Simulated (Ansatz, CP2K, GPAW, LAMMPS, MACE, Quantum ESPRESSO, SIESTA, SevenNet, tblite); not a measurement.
# GPAW on ionic liquid ethylpyridinium dicyanamide with Li salt at 400 K (98 atoms): settings against a plane-wave reference, part 2 of 2

Aim: run ionic liquid ethylpyridinium dicyanamide with Li salt at 400 K (98 atoms) in GPAW and see how near its forces come to a plane-wave reference, and at what cost.

Program: GPAW 26.7.0; the method stands at each step. Banners, paths, timers and routine set-up lines are dropped from the logs unmarked, and long logs keep their key lines alone; longer cuts are marked.

So far. Step 2 (PBE, LCAO dzp, h 0.18 Å): Forces lie 36 % from the reference's, at 2.3 times its CPU time (on 2 against 8 cores). Step 3 (PBE, LCAO szp(dzp), h 0.18 Å): Against the first run (36 %), the force difference from the reference is 88 %, at 0.75 times the CPU time (on 1 against 2 cores), with 677 basis functions against 946: the smaller basis costs accuracy.

## (4) PBE, LCAO sz(dzp), h 0.18 Å

Method: Kohn-Sham DFT, PBE, PAW, atomic orbitals (sz(dzp)).

The input, run.py:

```python
import numpy as np
from ase.io import read
from gpaw import GPAW, FermiDirac

atoms = read("structure.xyz")
atoms.calc = GPAW(
    mode="lcao",
    basis="sz(dzp)",
    h=0.18,
    xc="PBE",
    kpts={"size": (1, 1, 1), "gamma": True},
    occupations=FermiDirac(0.05),
    maxiter=200,
    symmetry={"point_group": False},
    txt="gpaw.txt",
)
energy = atoms.get_potential_energy(force_consistent=True)
forces = atoms.get_forces()
print(f"energy {energy:.6f} eV")
print("forces (eV/A)")
for i, (a, f) in enumerate(zip(atoms, forces)):
    print(f"{i:4d} {a.symbol:2s} {f[0]:10.5f} {f[1]:10.5f} {f[2]:10.5f}")
print(f"Fermi level {atoms.calc.get_fermi_level():.4f} eV")
for k in range(len(atoms.calc.get_ibz_k_points())):
    for s in range(atoms.calc.get_number_of_spins()):
        e = atoms.calc.get_eigenvalues(kpt=k, spin=s)
        n = np.searchsorted(e, atoms.calc.get_fermi_level())
        print(f"k {k} spin {s} levels about the Fermi level:", np.round(e[max(n - 6, 0):n], 4).tolist(), "|", np.round(e[n:n + 6], 4).tolist())
```

The input, structure.xyz:

```xyz
98
Lattice="10.51987 0.00000 0.00000 0.00000 10.51987 0.00000 0.00000 0.00000 10.51987" Properties=species:S:1:pos:R:3 pbc="T T T"
[... 98 atom lines left out: the same atoms as in the first run ...]
```

The run is started by

```
> OMP_NUM_THREADS=1 python run.py > output.txt
```

The program printed:

```text
energy -486.857973 eV
forces (eV/A)
   0 C    -0.59505    0.94349   -0.98266
   1 C    -3.07285    0.16235   -1.36460
   2 N     0.18549   -2.62305    2.89111
   3 C     1.22098   -2.57823    2.08807
   4 C    -1.41970    0.33988   -0.68118
   5 C    -0.61771   -0.24575   -0.24148
   6 C    -1.55321    1.39103   -0.82302
   7 C     1.24139    1.15538   -1.12737
   8 H    -2.97000   -1.10306   -2.51008
   9 H     1.72386    2.32922   -1.85230
  10 H     5.04220   -3.37240    1.32442
  11 H    -0.70691   -2.69666    2.60450
  12 H     2.20070    3.63908    2.19457
  13 H     0.53384   -2.15034    1.54866
  14 H    -2.19249   -1.67153    1.02062
  15 H    -2.36370    0.54125   -0.75827
  16 H     0.10039    3.27119   -2.06268
  17 H     3.31959    2.82863   -1.13960
  18 C     1.46097    3.23357    1.56065
  19 C    -3.64708   -2.05289   -0.96771
  20 N     1.32296    0.07208    0.30233
  21 C    -0.11773   -2.89617    1.59495
  22 C    -1.20323    2.90258   -2.23719
  23 C     1.39254    1.25652    0.06835
[...]
90 C    11.27022    2.69652    4.50192
  91 N    -9.75528   -1.74367   -3.25035
  92 N    -0.09206  -17.03789    4.81221
  93 C    -0.62486   19.16447   -6.12135
  94 N     0.11561   -0.35770    0.24692
  95 C     8.51572   -7.04215   13.15513
  96 N    -7.77203    5.10310  -12.04819
  97 Li    0.11513    0.51302   -0.03183
Fermi level -0.2623 eV
k 0 spin 0 levels about the Fermi level: [-1.4977, -0.9934, -0.7397, -0.5679, -0.4865, -0.4474] | [-0.079, -0.0393, 0.0797, 0.2444, 0.6203, 0.7553]
```

gpaw.txt:

```text
Input parameters:
  mode=LCAO(),
  basis={'default': 'sz(dzp)'},
  h=0.18,
  kpts=MonkhorstPack(size=(1, 1, 1), gamma=True),
  maxiter=200,
  occupations=Occupations(name='fermi-dirac', width=0.05, fixmagmom=False),
  symmetry=Symmetry(point_group=False),
  xc=XC(name='PBE')
Unit cell  # Å
| periodic |         x |         y |         z |   lengths |    angles |
[... lines left out ...]
  Fermi-Dirac:
[... lines left out ...]
convergence criteria:
- Maximum [total energy] change in last 3 cyles: 0.0005 eV / valence electron
[... lines left out ...]
Converged in 14 steps
[... lines left out ...]
  Free energy:    -486.857973
  Extrapolated:   -486.839016
dipole moment: (-57.202220, -24.816608, 1.076004)  # |e|*Ang
Fermi level: -0.262
Eigenvalues  # (at kpt = [0.000, 0.000, 0.000])
| band index |      eig [eV] | occ [0-2] |
|------------|---------------|-----------|
|          0 |       -24.389 |     2.000 |
|        ... |               |           |
|        136 |        -1.755 |     2.000 |
|        137 |        -1.740 |     2.000 |
[...]
|        151 |         1.168 |     0.000 |
|        ... |               |           |
|        176 |         5.999 |     0.000 |
Gap: 0.368 eV
Transition (v -> c):
  (s=0, k=0, n=143, [0.00, 0.00, 0.00]) -> (s=0, k=0, n=144, [0.00, 0.00, 0.00])
No difference between direct/indirect transitions
Force computation time: 2.599  # s
timing:  # [seconds]
  Total:  35.743  # ━━━━━━━━━━━━━━━━━━━━━━━━━━━━━━━━━━━━━━━━━━━━━━━━━━━━━━━━━
  Init:    5.703  # ━━━━━━━━━
  SCF:    27.413  # ━━━━━━━━━━━━━━━━━━━━━━━━━━━━━━━━━━━━━━━━━━━╸
  Forces:  2.599  # ━━━━
```

Run time: 37 s. Hardware: 1 thread of Arm Neoverse V2, shared host; peak memory 0.87 GiB.

Compared with the plane-wave run:

```yaml
r_m_s_force_component: 4.151 eV/Å
r_m_s_difference_of_force_components: 3068 meV/Å
longest_difference_of_force_vectors: 13150 meV/Å
force_difference_over_r_m_s_force: 181.8 %
slope_of_forces_against_the_reference_s: 1.872
correlation_of_force_components: 0.7611
spacing_of_highest_filled_and_lowest_empty_level: 0.3684 eV
gap_difference: -1.412 eV
```

This is a coarse setting, run to see what it loses.

Against the first run (36 %), the force difference from the reference is 182 %, at 0.40 times the CPU time (on 1 against 2 cores), with 269 basis functions against 946: the smaller basis costs accuracy.

## (5) Side by side

Differences are against the plane-wave reference, forces as r.m.s. over components; share is that over the reference's r.m.s. force, slope the least-squares factor from reference forces to these. Total energies of different programs have different zeros and aren't compared.

```csv
run,"Δ force, r.m.s. (meV/Å)",share (%),slope,Δ gap (eV),cores,CPU time,memory (GiB)
reference,-,-,-,-,8,41 s,1.2
"GPAW PBE, LCAO dzp, h 0.18 Å",612,36.3,1.212,-0.207,2,93 s,1.3
"GPAW PBE, LCAO szp(dzp), h 0.18 Å (coarse)",1490,88.3,1.291,-1.32,1,70 s,1.1
"GPAW PBE, LCAO sz(dzp), h 0.18 Å (coarse)",3068,182,1.872,-1.41,1,37 s,0.87
```

Rows marked coarse were listed beforehand as settings not expected to be converged; some can still land near the reference.

CPU time is summed over cores on a shared host, where runs went side by side, so it is rough. Symmetry, cutoffs, thresholds, outputs and thread counts weren't matched or tuned between programs; memory under MPI is the largest rank's times the ranks.

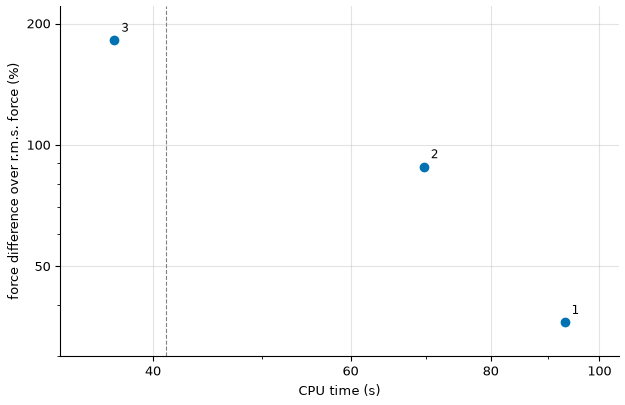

Force difference against CPU time; the dashed line marks the reference's time. Points: 1 GPAW PBE, LCAO dzp, h 0.18 Å; 2 GPAW PBE, LCAO szp(dzp), h 0.18 Å; 3 GPAW PBE, LCAO sz(dzp), h 0.18 Å.

## (6) What came out

```yaml
nearest_in_forces: GPAW PBE, LCAO dzp, h 0.18 Å, 36 %
its_cpu_time: 93 s
```

In words: The PBE run in local orbitals, coarse settings apart, differs by 36 % (GPAW PBE, LCAO dzp, h 0.18 Å); basis, grid and potentials can all enter. Runs with settings chosen to be coarse differ by 88 % (GPAW PBE, LCAO szp(dzp), h 0.18 Å) to 182 % (GPAW PBE, LCAO sz(dzp), h 0.18 Å), their programs' other errors included. None of the electronic-structure runs in the table takes under half the reference's CPU time of 41 s; they take 0.90 to 2.3 times as much. GPAW PBE, LCAO dzp, h 0.18 Å stiffens the forces by a factor of 1.21 while following their directions (correlation 0.972). At the same functional, gaps differ from the reference's 1.78 eV by between -1.41 and -0.21 eV. The potentials hold different valence shells: 290 electrons in the reference, 288 in GPAW; this bears on time and differences. The network of contacts between molecules at the start is that of the classical potential that made the cell, and needn't be the one that DFT or experiment would give. The reference's PBE has no dispersion term, which matters for the binding between molecules or layers. The density was typed from a rule of thumb and may lie off the real one at this temperature. The electronic-structure runs sample only Γ, in a cell whose shortest periodic width is 11 Å.

[Also dropped from logs without a mark: logging warnings of Python, and SIESTA's first energy breakdown and zero terms.]

[Logs are printed without paths, hosts, clocks, repeated set-up lines and the standing remarks that a program may print on its own settings, such as how far it seeks lower states.]

[Hosts, paths, dates, database ids (printed as entryN), source tags and the programs' standing remarks are cut or masked in the printed files.]
